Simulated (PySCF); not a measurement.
# HF···HCl···HCl: what the fields show

Input file:

```
{"job": {"kind": "inter", "xc": "wB97M-D3(BJ)", "basis": "def2-TZVPD", "pairs": true}, "charge": 0, "multiplicity": 1, "parts": [{"atoms": "0-1", "charge": 0, "multiplicity": 1}, {"atoms": "2-3", "charge": 0, "multiplicity": 1}, {"atoms": "4-5", "charge": 0, "multiplicity": 1}]}
F     -0.510491    -0.900719     0.564471
H     -0.796931    -0.134106     0.110885
Cl    -2.328510     1.256495    -0.648324
H     -3.129131     0.403734    -0.064367
Cl    -3.517787    -1.534925     1.168063
H     -2.215540    -1.573070     1.098915
```

Launched as:

```sh
OMP_NUM_THREADS=1 python cluster_run.py task.json out
```

Geometry: PBE0-D3(BJ)/def2-SVPD.

Theory: wB97M-D3(BJ)/def2-TZVPD, SCF density, gas phase (PySCF).

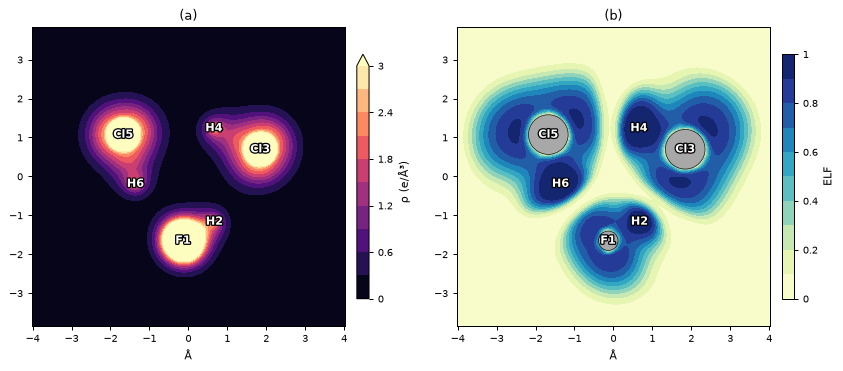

Figure 1. (a) total electron density; (b) electron localisation function on the molecular plane. Grey discs cover the atomic cores in the ELF map.

### What does the map show?

Atoms in the plane: F, H and Cl. F1···H6 (1.91 Å): the density falls to about 0.16 e/Å³ on the way; the ELF dips to about 0.05 between them. F–H (0.94 Å): ρ is about 4.6 e/Å³ halfway; the ELF climbs to about 1 towards the hydrogen, as it does in any bond to H (an ordinary covalent bond to hydrogen). Cl–H (1.30 Å): the density is about 1.9 e/Å³ at the midpoint; the ELF climbs to about 1 towards the hydrogen; an ordinary covalent bond to hydrogen. The ELF also peaks beside F1, Cl5 and Cl3, away from the bonds: lone-pair regions.

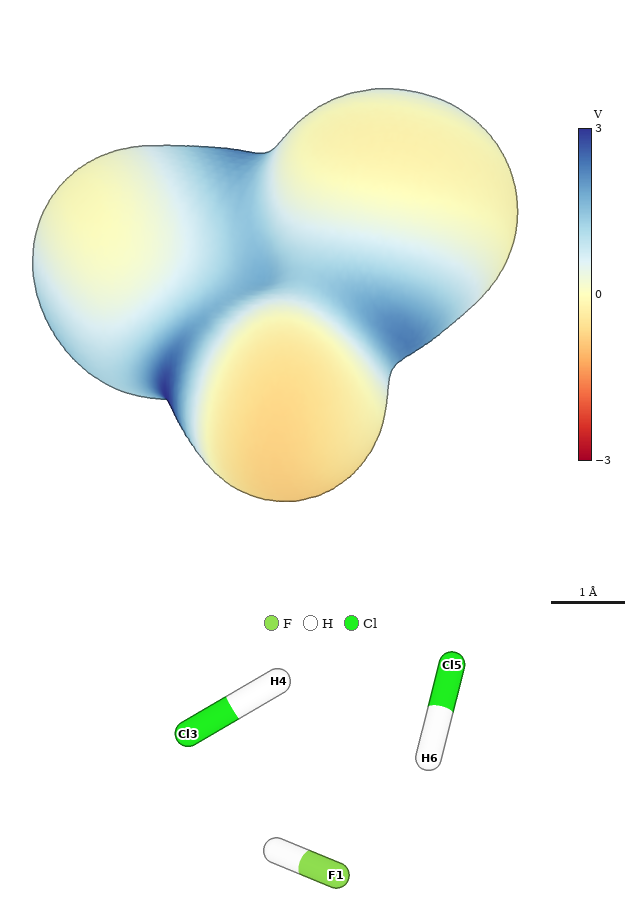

Figure 2. The molecular electrostatic potential painted on the density surface at 0.004 e/bohr³, seen at a tilt; the colour scale runs from red (negative) to blue (positive). The bare structure is drawn below in the same view.

### Describe the electrostatic potential map.

The most negative region (about −0.8 V) lies over F1, the most positive (about +2.9 V) over H2. Cl3 shows a σ-hole: about +1.4 V at the tip opposite its bond, against about +0.7 V on its flanks. Cl5 shows a σ-hole: about +1.2 V at the tip opposite its bond, against about +0.5 V on its flanks.
